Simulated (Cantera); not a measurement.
A closed system holds: 1 mol Al, 0.6 mol HCl, 120 mol H₂, at 1927 °C.

These are equilibrium values from Cantera (NASA tables, ideal gas, pure condensed phases), not measurements of a reactor. Candidate condensed phases: Al, AlCl₃; 12 gas species. The numbers say what is thermodynamically allowed, not how fast it happens.

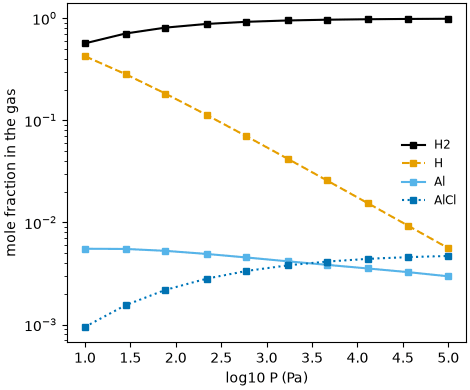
Fig. 1. Equilibrium gas composition (values under 1e-9 drawn at 1e-9)

Read off the mole fractions at 270 Torr.

H₂ about 0.98, H about 0.0093, AlCl about 0.0046, Al about 0.0033.
